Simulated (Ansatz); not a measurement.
# C2H3AlO (SMILES O[C]1=[CH][AlH]1): functionals against CCSD(T) at one geometry

The atoms stand at a frame of a short trajectory. How far do the functionals agree with CCSD(T) there?

Program: Ansatz 0.2.0, Gaussian basis. Level of theory: single points in def2-TZVPP. These are calculated values, not measurements.

Correlated methods freeze the cores.

## Step 1: The system as given

7 atoms, charge 0, spin multiplicity 1.

Atoms are counted from 1 here; the program's logs count them from 0.

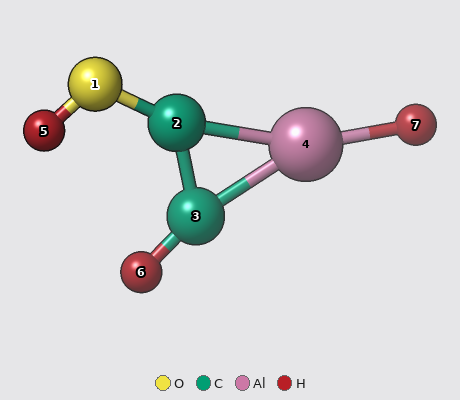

Start geometry, drawn with oxygen yellow, carbon teal, aluminium pink, hydrogen red; atoms are numbered from 1 in the order of the file.

Geometry (Å):

```
O    -1.7624    0.2386   -0.4327
C    -0.4317    0.1585   -0.3187
C     0.3122   -0.3905    0.7095
Al    1.4543    0.3385   -0.5825
H    -2.2017   -0.2564    0.2903
H    -0.1377   -0.9119    1.5802
H     2.8312    0.8441   -1.2118
```

## Step 2: PBE-D4/def2-TZVPP

Input file run/in.yaml:

```yaml
crystal:
  periodic: [false, false, false]
  atoms:
    - {symbol: O, position_ang: [-1.762427, 0.238551, -0.432693]}
    - {symbol: C, position_ang: [-0.431734, 0.158527, -0.318664]}
    - {symbol: C, position_ang: [0.312181, -0.390517, 0.709517]}
    - {symbol: Al, position_ang: [1.454341, 0.338478, -0.582466]}
    - {symbol: H, position_ang: [-2.201717, -0.256353, 0.290304]}
    - {symbol: H, position_ang: [-0.137664, -0.911935, 1.580191]}
    - {symbol: H, position_ang: [2.831196, 0.844141, -1.211758]}
basis:
  gaussian: {orbitals: def2-TZVPP}
hamiltonian: {xc: pbe, dispersion: d4}
output: {forces: true}
```

Run with:

```
$ ansatz run in.yaml --threads 2 --pin off --events-out ev --progress --plain --max-ram 3481MiB
```

## Step 3: r2SCAN-D4/def2-TZVPP

run/in.yaml, as its differences from that of step 2:

```diff
@@ -12,3 +12,3 @@
   gaussian: {orbitals: def2-TZVPP}
-hamiltonian: {xc: pbe, dispersion: d4}
+hamiltonian: {xc: r2scan, dispersion: d4}
 output: {forces: true}
```

## Step 4: PBE0-D4/def2-TZVPP

run/in.yaml, as its differences from that of step 3:

```diff
@@ -12,3 +12,3 @@
   gaussian: {orbitals: def2-TZVPP}
-hamiltonian: {xc: r2scan, dispersion: d4}
-output: {forces: true}
+hamiltonian: {xc: pbe0, dispersion: d4}
+output: {forces: true, orbitals: {seedname: orbitals}}
```

## Step 5: wB97M-V/def2-TZVPP

run/in.yaml, as its differences from that of step 4:

```diff
@@ -12,3 +12,3 @@
   gaussian: {orbitals: def2-TZVPP}
-hamiltonian: {xc: pbe0, dispersion: d4}
-output: {forces: true, orbitals: {seedname: orbitals}}
+hamiltonian: {xc: {name: wB97M-V}}
+output: {forces: true}
```

## Step 6: CCSD(T)/def2-TZVPP

run/in.yaml, as its differences from that of step 5:

```diff
@@ -12,3 +12,3 @@
   gaussian: {orbitals: def2-TZVPP}
-hamiltonian: {xc: {name: wB97M-V}}
+correlation: {method: ccsd_t}
 output: {forces: true}
```

(Steps that only read results are left out.)

Before running it: what results should come out? Wanted: energy less free atoms, CCSD(T)/def2-TZVPP; RMS force component; RMS force error; HOMO and LUMO, PBE0-D4; T1 diagnostic.

The runs gave:

| quantity | value |
| --- | --- |
| energy less free atoms, CCSD(T)/def2-TZVPP | -2502.7 kJ/mol |
| RMS force component | 0.275 to 0.428 eV/Å over the methods |
| RMS force error | PBE-D4 0.231, r2SCAN-D4 0.187, PBE0-D4 0.257, wB97M-V 0.213 eV/Å |
| HOMO and LUMO, PBE0-D4 | -7.06 and -0.86 eV |
| T1 diagnostic | 0.015 |

What this shows: Against CCSD(T) the functionals' energies less atoms differ by -175.8 to -90.2 kJ/mol, PBE-D4 by -175.8 kJ/mol. The reference is not at the basis limit: in triple zeta CCSD(T) underbinds, which counts against methods that bind more; the gaps are no ranking. The forces of r2SCAN-D4 come nearest to CCSD(T), those of PBE0-D4 are farthest. Frozen-core CCSD(T) forces in triple zeta carry basis errors of their own, and this is one geometry, so small gaps rank nothing.
